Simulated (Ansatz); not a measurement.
**Al2Au: optical spectrum from first principles**

Aim: the dielectric function of Al2Au, and the optical constants that follow from it.

Calculated with Ansatz 0.2.0; DFT, PBE, plane-wave PAW, default files, scalar-relativistic, independent-particle optical response without local fields.

## (1) Set-up

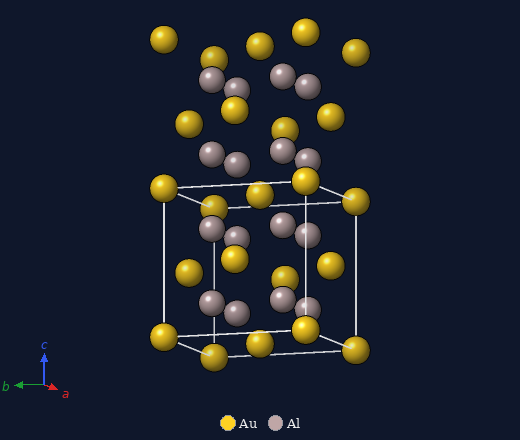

The starting structure, seen from a free direction (gold yellow, aluminium light grey). 1×1×2 cells are drawn. This picture shows the conventional cell, with its axes. Some periodic images of atoms are drawn too.

## (2) Ground state and bands

The self-consistent density comes first; it also tells whether there is a gap, which decides the occupations and the need for a Drude term.

This step: DFT, PBE, plane-wave PAW, default files, scalar-relativistic, ground state (Ansatz 0.2.0).

input.yaml

```yaml
crystal:
  lattice:
    - [0.0, 3.0, 3.0]
    - [3.0, 0.0, 3.0]
    - [3.0, 3.0, 0.0]
  atoms:
    - { symbol: Au, position: [0.0, 0.0, 0.0] }
    - { symbol: Al, position: [0.75, 0.75, 0.75] }
    - { symbol: Al, position: [0.25, 0.25, 0.25] }
kpoints:
  mp_grid: { grid: [7, 7, 7] }
  band_path:
    path:
      - [[0.0, 0.0, 0.0], [0.5, 0.0, 0.5], [0.5, 0.25, 0.75], [0.375, 0.375, 0.75], [0.0, 0.0, 0.0], [0.5, 0.5, 0.5], [0.625, 0.25, 0.625], [0.5, 0.25, 0.75], [0.5, 0.5, 0.5], [0.375, 0.375, 0.75]]
      - [[0.625, 0.25, 0.625], [0.5, 0.0, 0.5]]
    npoints: 6
scf:
  occupations: { method: fermi_dirac, width: 0.05 }
  n_extra_bands: 7
hamiltonian:
  xc: pbe
  pseudopotentials: { kind: paw }
output:
  forces: true
  stress: true
  populations: true
  write_bands: true
  write_density: true
  write_potential: true
  elf: true
  volumetric_format: npy
```

Started as:

```
$ ansatz run input.yaml --threads 4 --pin off --max-ram 8192MiB --backend cpu --events-out ev --progress --plain --runs-dir out
```

Numbers of over 12 decimals in the logs are rounded to 6 here.

Log:

```text
scf.n_extra_bands = 7 over 13 filled bands (N_el = 25.0): the run solves 20 bands
Engine: ansatz 0.2.0, x86_64-unknown-linux-gnu
Pseudopotentials: kind: paw
Pseudopotential: Au, paw, valence charge 19, recommended cutoff 420 eV (normal), Au.paw.azcp
Pseudopotential: Al, paw, valence charge 3, recommended cutoff 420 eV (normal), Al.paw.azcp
Functional definition: PBE
  parameter kappa = 0.804
  parameter beta = 0.066725
  exchange = pbe_x(kappa = kappa, mu = beta*pi^2/3)
  correlation = pbe_c(beta = beta)
Crystal: 3 atoms, lattice volume = 54.000 Å³
Basis set: ecut = 420 eV, 1067 PW (Γ), exchange–correlation on 60×60×60 points (8 copies of the dense FFT grid, shifted against one another)
Bands: 20, of which v1, the nominal top of the filled ones, is band 13 counted from 1 (12 counted from 0)
Symmetry: 48 space group operations
Space group: Fm-3m (ITA 225), of the structure as read, at distance tolerance 3.8e-5 Å
k-points: 20 of 343
Non-local potential: Au, projectors of the file, l = 0: 3, l = 1: 2, l = 2: 2, l = 3: 1
Non-local potential: Al, projectors of the file, l = 0: 2, l = 1: 2, l = 2: 1
PAW form: soft (Blöchl's): semilocal exchange-correlation on the pseudo side does not see the compensation charge
PAW one-centre angular grid: Au, 590 points (default); XC on 64 Gauss nodes
PAW one-centre angular grid: Al, 110 points (default); XC on 64 Gauss nodes
Initial density: superposition of atomic densities (neutral atoms: chi_scale 0, normalization atom), corrected by the library's trained network
Initial wavefunctions: pseudopotential atomic-orbital guess
Functional: x = pbe(κ = 0.804, μ = 0.219515), c = pbe(β = 0.066725)
SCF iter   1: F=—  HF=-14225.616961 eV  |F-HF|=—  |Δ(HF+E_count)|=         —  Δρ=2.33e-3  dr2=2.52e-3  ethr=1.77e-3  ⟨swp⟩=5.7  Hψ=2043  notcnv=0  defer=1
preconditioner: auto → none  [insulator: Δε(μ)=0.167 eV  Ē_g=11.156 eV  σ=0.050 eV  W_gap=0.53  n_scr=14 (ndim 8)  ℏωp=20.8 eV  f_vac=0.007  D(μ)=0.99/eV (n_scr^D=8)  ε∞_Penn≈4.5]
SCF iter   2: F=—  HF=-14225.617766 eV  |F-HF|=—  |Δ(HF+E_count)|=   8.05e-4  Δρ=8.53e-4  dr2=3.28e-4  ethr=1.01e-5  ⟨swp⟩=2.2  Hψ=732  notcnv=0  defer=15
SCF iter   3: F=—  HF=-14225.618051 eV  |F-HF|=—  |Δ(HF+E_count)|=   2.85e-4  Δρ=2.67e-4  dr2=3.44e-5  ethr=1.31e-6  ⟨swp⟩=2.0  Hψ=472  notcnv=0  defer=15
SCF iter   4: F=—  HF=-14225.618041 eV  |F-HF|=—  |Δ(HF+E_count)|=   9.73e-6  Δρ=2.10e-5  dr2=2.69e-7  ethr=1.37e-7  ⟨swp⟩=2.0  Hψ=499  notcnv=0  defer=15
iter 5 did not close the SCF: its close was put off for the readings that it lacked (scf_convergence_deferred on its scf_iter line)
SCF iter   5: F=-14225.618042 eV  HF=-14225.618042 eV  |F-HF|=7.10e-9  |Δ(HF+E_count)|=   4.35e-7  Δρ=5.01e-6  dr2=1.33e-8  ethr=1.07e-9  ⟨swp⟩=2.1  Hψ=527  notcnv=0  defer=15
SCF iter   6: F=-14225.618042 eV  HF=-14225.618042 eV  |F-HF|=1.46e-10  |Δ(HF+E_count)|=   1.18e-9  Δρ=7.80e-7  dr2=2.73e-10  ethr=5.31e-11  ⟨swp⟩=9.4  Hψ=2524  notcnv=0
SCF 1 converged in 6 iterations: F = -14225.618042 eV  dr2 = 2.73e-10
  greatest PAW one-centre occupation: 1.001 electrons in one spin orbital (limit 2), on the Au atom at site 0 (counted from 0), in its partial waves of l = 0
NSCF: frozen V_eff on 62 k-points
SCF converged after 6 iterations
Free energy (F): -14225.618042 eV
Harris-Foulkes:  -14225.618042 eV  (|F-HF|=1.46e-10)
Internal energy: -14225.609837 eV  (E = F + TS)
E sigma→0 (E₀):  -14225.613939 eV
Entropy (-TS):   -0.008205 eV (-2.735 meV/atom)
Fermi energy:    11.263331 eV
--- Per-component energies (eV) ---
  E_band       = -374.336531
  E_kinetic    = 650.357258
  E_local      = -2964.427877  (includes V_loc(G=0)·N_el)
  E_nonlocal   = 88.474923
  E_hartree    = 1275.961158
  E_xc         = -309.576740
  E_vxc        = -336.101277  (∫ρ·V_xc dr)
  E_paw        = -10638.314096  (= ΣΔE_a)
  E_vpaw       = -364.564266  (= ΣTr[D̂ρ^β])
  E_aug_tail   = 0.001402  (compensation charges beyond the density's cutoff)
  E_ewald      = -2328.085865
  E_smearing   = -0.008205  (= −TS)
  E_closure    = -0.000000  (closes the sum)
  Σ components = -14225.618042   (vs F -14225.618042, Δ=0.00e0)
--- Forces (eV/Å), atoms counted from 1 ---
  atom   1  Au    -0.00000000     0.00000000    -0.00000000
  atom   2  Al    -0.00000000    -0.00000000     0.00000000
  atom   3  Al     0.00000000    -0.00000000     0.00000000
  max |Σ_I F_I| component: 4.16e-17 eV/Å
--- Stress (GPa, compression-positive) ---
        3.396506       0.000000       0.000000
        0.000000       3.396506       0.000000
        0.000000       0.000000       3.396506
  P = ⅓ Tr σ = 3.3965 GPa (33.965 kbar)
--- Band table (eV; the first three rows and the last of 20) ---
  k-point 0: bands = [... 9 lower, 5.6315, 13.5142, 14.2189, 14.2189, 14.2189, 15.1866, 15.1866, 15.1866, ... 3 higher]
  k-point 1: bands = [... 9 lower, 5.6203, 11.4514, 13.3966, 13.3966, 13.7992, 15.9540, 15.9540, 16.4707, ... 3 higher]
  k-point 2: bands = [... 9 lower, 5.6441, 8.5796, 12.3826, 12.3826, 14.1596, 15.4714, 15.4714, 15.6318, ... 3 higher]
  k-point 19: bands = [... 9 lower, 5.9301, 7.0680, 7.5510, 9.4710, 14.3212, 16.0574, 16.3662, 17.4681, ... 3 higher]
--- Löwdin populations: 3 sites ---
  site symbol       q [e]
     0     Au     18.3128
     1     Al      3.2359
     2     Al      3.2359
  spilling = 0.008612 (of n_electrons = 25.000000)
```

Wall time 0.6 s (4 threads of Intel Xeon Platinum 8488C (Sapphire Rapids), shared host); peak memory 0.47 GiB; 1.8 s of CPU time.

This step gave:

```
free energy         : -14225.6180 eV
Fermi energy        : 11.26 eV
electrons           : 25
symmetry operations : 48
pressure            : 3.397 GPa
volume              : 54.00 Å³
gap on the path     : 0 eV
```

There are states at the Fermi level within the smearing, so the occupations stay smeared and the carriers get a Drude term. The cell is left with a pressure of 3.4 GPa, as it stands unrelaxed at this level.

The electronic bands at the labelled points (eV, zero at the Fermi level; # counts the bands kept):

```csv
point,#6,#7,#8,#9,#10,#11,#12,#13
Γ,-5.63,2.25,2.96,2.96,2.96,3.92,3.92,3.92
X,-5.33,-5.01,-2.11,-2.11,1.28,2.11,7.61,9.82
W,-5.19,-4.02,-4.02,-2.18,4.13,4.13,5.22,5.31
K,-5.53,-4.61,-3.38,-1.36,1.86,4.38,6.01,7.74
Γ,-5.63,2.25,2.96,2.96,2.96,3.92,3.92,3.92
L,-5.51,-5.44,0.36,0.36,3.29,3.62,3.82,3.82
U,-5.53,-4.61,-3.38,-1.36,1.86,4.38,6.01,7.74
W,-5.19,-4.02,-4.02,-2.18,4.13,4.13,5.22,5.31
L,-5.51,-5.44,0.36,0.36,3.29,3.62,3.82,3.82
K,-5.53,-4.61,-3.38,-1.36,1.86,4.38,6.01,7.74
jump to U,-5.53,-4.61,-3.38,-1.36,1.86,4.38,6.01,7.74
X,-5.33,-5.01,-2.11,-2.11,1.28,2.11,7.61,9.82
```

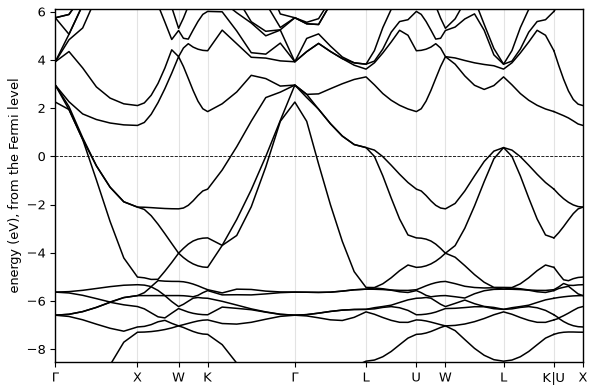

Electronic bands along the path.

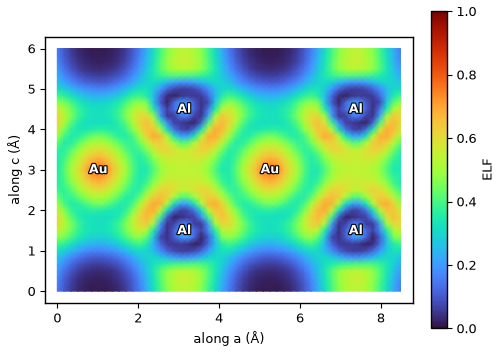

ELF in the ac plane of a cell with a along [110], b along [-110] and c along [001] of the cube at fractional y = 0.000, with atoms of Au and Al within 0.2 Å of it. It is the smooth field of the valence electrons, not physical close to the nuclei. The map starts off the cell's origin, so that atoms lie inside it.

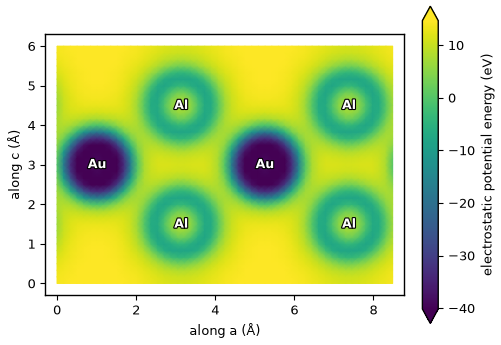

Electrostatic potential energy in the ac plane of a cell with a along [110], b along [-110] and c along [001] of the cube at fractional y = 0.000, with atoms of Au and Al within 0.2 Å of it. With pseudopotentials it is smooth inside the atoms' cores, unlike the true potential. The map starts off the cell's origin, so that atoms lie inside it.

## (3) Spectrum

With the density converged, the vertical transitions are summed over the zone.

This step: DFT, PBE, plane-wave PAW, default files, scalar-relativistic, independent-particle optical response without local fields (Ansatz 0.2.0).

input.yaml, the sections that differ from step 2:

```yaml
kpoints:
  mp_grid: { grid: [9, 9, 9] }
scf:
  occupations: { method: fermi_dirac, width: 0.05 }
output:
  optics:
    e_range: [0, 20]
    de: 0.05
    sigma: 0.1
    drude_damping: 0.05
    nscf_kmesh: { grid: [10, 10, 10] }
    bands: { spectra_wanted_up_to: 20 }
# crystal, hamiltonian: as in step 2
```

Log:

```text
[...]
Crystal: 3 atoms, lattice volume = 54.000 Å³
Basis set: ecut = 420 eV, 1067 PW (Γ)
Bands: 17, of which v1, the nominal top of the filled ones, is band 13 counted from 1 (12 counted from 0)
[... 1 set-up line as in the run before ...]
[...]
k-points: 35 of 729
[...]
SCF iter   1: F=—  HF=-14225.618035 eV  |F-HF|=—  |Δ(HF+E_count)|=         —  Δρ=2.32e-3  dr2=2.56e-3  ethr=1.77e-3  ⟨swp⟩=5.7  Hψ=3059  notcnv=0
[...]
SCF iter   9: F=-14225.619153 eV  HF=-14225.619153 eV  |F-HF|=3.64e-12  |Δ(HF+E_count)|=  1.09e-11  Δρ=3.61e-8  dr2=5.53e-13  ethr=1.00e-12  ⟨swp⟩=3.5  Hψ=1474  notcnv=0
SCF 1 converged in 9 iterations: F = -14225.619153 eV  dr2 = 5.53e-13
[...]
NSCF: frozen V_eff on 47 k-points
output.optics: what the bands over the 44 summed would add to eps1, eps2 and the energy-loss function is held between a lower and an upper bound (7 Lanczos steps). eps1, eps2 and their loss function (loss_summed_bands) are given on every row as the summed bands alone make them. Along an axis, on a row where the two bounds hold the loss function to about 1 % of the greater of itself and 0.5 % of |1/eps|, its cell (loss_completed) is given, with the completed eps1 and eps2 that it is formed of (a cell that is left empty reads nan in the table and null in the record). The two bounds hold it so along every axis on all 400 rows up to 20.000 eV. [rest of the remark cut]
SCF converged after 9 iterations
Free energy (F): -14225.619153 eV
[...]
Internal energy: -14225.607942 eV  (E = F + TS)
E sigma→0 (E₀):  -14225.613547 eV
Entropy (-TS):   -0.011211 eV (-3.737 meV/atom)
Fermi energy:    11.285161 eV
[...]
--- Band table (eV; the first three rows and the last of 35) ---
  k-point 0: bands = [... 9 lower, 5.6340, 13.5123, 14.2194, 14.2194, 14.2194, 15.1865, 15.1865, 15.1865]
  k-point 1: bands = [... 9 lower, 5.6258, 12.1306, 13.6334, 13.6334, 13.7355, 15.8069, 15.8069, 16.4301]
  k-point 2: bands = [... 9 lower, 5.6253, 9.8031, 12.8118, 12.8118, 13.9953, 15.7327, 15.7327, 16.0033]
  k-point 34: bands = [... 9 lower, 5.9676, 7.0954, 7.6009, 9.2771, 14.9709, 15.5074, 16.0675, 17.4815]
```

Elapsed: 16 s, on 4 threads; peak memory 1.1 GiB.

This step gave:

* main peak of the optical conductivity above 1 eV, first axis: 3.375 eV
* Drude plasma energy, first axis: 7.634 eV
* bands summed: 44
* spectra valid up to: 30.50 eV
* program's estimate of the k-sum error in Im epsilon: 0.15 %
* electrons in the f-sum: 17.94

The Im ε, any direction has structure finer than the step of the table below, so its rows give means over 1 eV, whole bins alone (the curve runs from 0.3 to 20 eV). Peaks (eV: height): 2.8: 24.0.

Table of Im ε, any direction by photon energy; means over each step:

```csv
photon energy (eV),"Im ε, any direction"
1,12.9
2,4.08
3,20.6
4,10.5
5,5.65
6,3.86
7,2.35
8,2.00
9,2.72
10,1.88
11,1.80
12,1.58
13,1.26
14,1.01
15,0.878
16,0.709
17,0.644
18,0.672
19,0.597
```

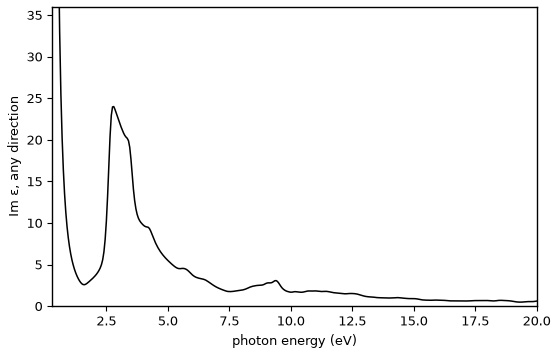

Im ε, any direction, plotted against photon energy. Below 1 eV the curve runs off the scale.

The Re ε, any direction by photon energy:

```csv
photon energy (eV),"Re ε, any direction"
2,-0.652
4,-6.23
6,-3.43
8,-0.537
10,-0.803
12,-0.467
14,-0.166
16,0.0574
18,0.288
20,0.477
```

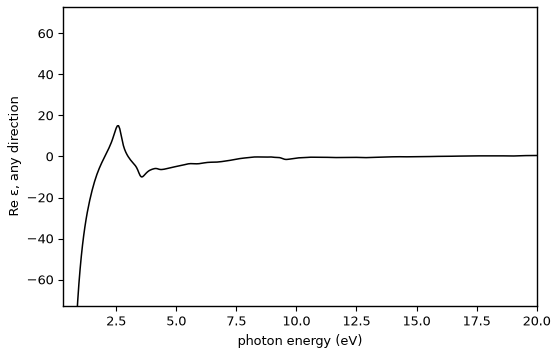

Re ε, any direction against photon energy. Below 1 eV the curve runs off the scale.

Values under 1 per cm are given as 1. The absorption coefficient, any direction by photon energy:

```csv
photon energy (eV),"absorption coefficient, any direction (1/cm)"
1.00,7.5e5
2.00,2.9e5
3.00,1.0e6
4.00,1.2e6
5.00,1.3e6
6.00,1.3e6
7.00,1.2e6
8.00,9.1e5
9.00,1.1e6
10.00,1.2e6
11.00,1.2e6
12.00,1.2e6
13.00,1.3e6
14.00,1.1e6
15.00,1.1e6
16.00,9.4e5
17.00,8.2e5
18.00,8.7e5
19.00,8.7e5
20.00,7.9e5
```

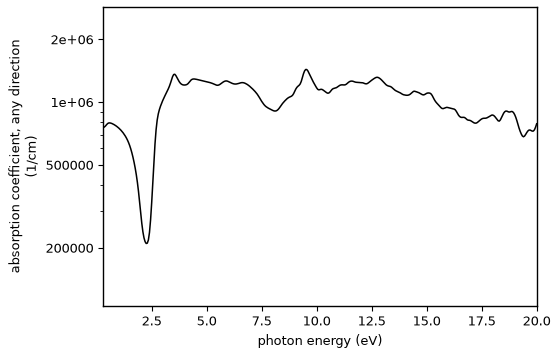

Absorption coefficient, any direction, plotted against photon energy.

Refractive index n and extinction k against photon energy:

```csv
photon energy (eV),n,k
1,0.482,7.42
2,1.21,1.45
3,3.34,3.35
4,1.64,2.98
5,1.11,2.47
6,0.910,2.06
7,0.680,1.67
8,0.856,1.13
9,1.11,1.24
10,0.730,1.16
11,0.857,1.07
12,0.760,1.02
13,0.630,0.958
14,0.646,0.763
15,0.633,0.726
16,0.628,0.580
17,0.671,0.473
18,0.717,0.476
19,0.667,0.453
20,0.792,0.389
```

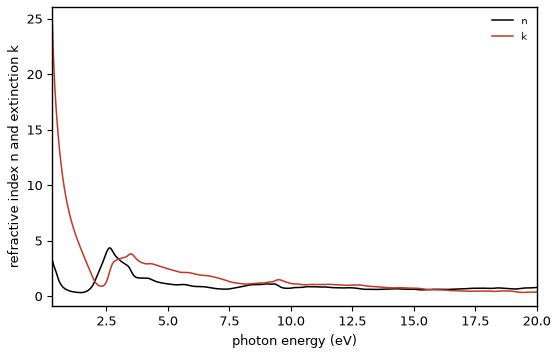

Refractive index n and extinction k against photon energy.

The loss function −Im 1/ε at q → 0, any direction has structure finer than the step of the table below, so its rows give means over 1 eV, whole bins alone (the curve runs from 0.3 to 20 eV). Peaks (eV: height): 2.0: 0.275, 8.1: 0.482, 16.4: 1.50, 19.1: 1.50.

Loss function −Im 1/ε at q → 0, any direction against energy loss; means over each step:

```csv
energy loss (eV),"loss function −Im 1/ε at q → 0, any direction"
1,0.00314
2,0.103
3,0.0420
4,0.0670
5,0.104
6,0.152
7,0.233
8,0.444
9,0.358
10,0.447
11,0.528
12,0.585
13,0.707
14,0.955
15,1.12
16,1.40
17,1.37
18,1.23
19,1.33
```

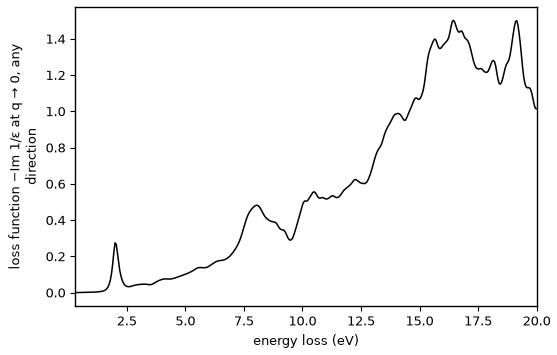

Loss function −Im 1/ε at q → 0, any direction against energy loss.

From ε follow the optical constants at some laser and lamp lines:

```csv
wavelength (nm),n,k,R (%),1/α
633,1.04,1.646,39.7,31 nm
532,2.94,0.912,28.0,46 nm
450,4.05,2.962,52.7,12 nm
405,3.22,3.391,56.0,9.5 nm
365,2.68,3.708,60.7,7.8 nm
308,1.63,2.967,58.5,8.3 nm
248,1.11,2.473,57.9,8.0 nm
```

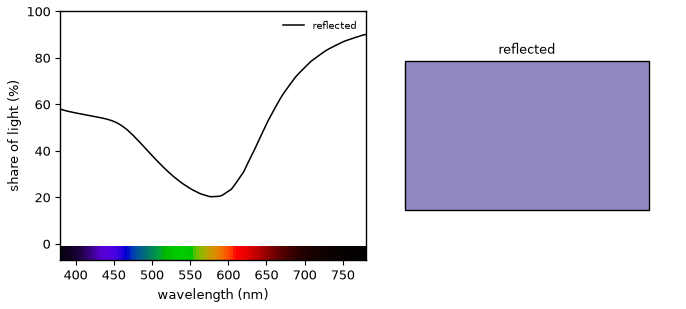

Light reflected across the visible range, with the colour that it makes of daylight (sRGB).

In reflection the computed colour is violet: x = 0.271, y = 0.246, luminous reflectivity 28 %.

## (4) Outcome

| Item | Value |
| --- | --- |
| gap on the path | 0 eV |
| main peak of the optical conductivity above 1 eV, first axis | 3.37 eV |
| Drude plasma energy, first axis | 7.63 eV |

**Reading.** At this level (PBE, independent particles) Al2Au is a metal with a Drude plasma energy of 7.6 eV; it reflects 24 % at 550 nm. Along x the bare Drude plasma energy is 7.6 eV; Re ε first rises through zero at 2.03 eV, far lower, because interband transitions screen the carriers. Im ε is 3.6 there, so the loss peak at that energy is weak. In reflection the computed colour is violet: x = 0.271, y = 0.246, luminous reflectivity 28 %. In the base run ε includes the program's bounded estimate of what the bands above those summed add. The carriers' damping of 0.05 eV is typed, not computed; at 0.8 eV the carriers give 42 % of Im ε along the first axis; the rest comes from the sum over bands, which at low energy also holds close bands and the noise of the mesh. Spin-orbit coupling is left out although heavy atoms are present. The Fermi-Dirac width of 0.05 eV acts as an electron temperature of 580 K in the carriers' term.

[Logs are printed without paths, hosts, clocks, repeated set-up lines and the standing remarks that a program may print on its own settings, such as how far it seeks lower states.]

[Hosts, paths, dates, database ids (printed as entryN), source tags and the programs' standing remarks are cut or masked in the printed files.]
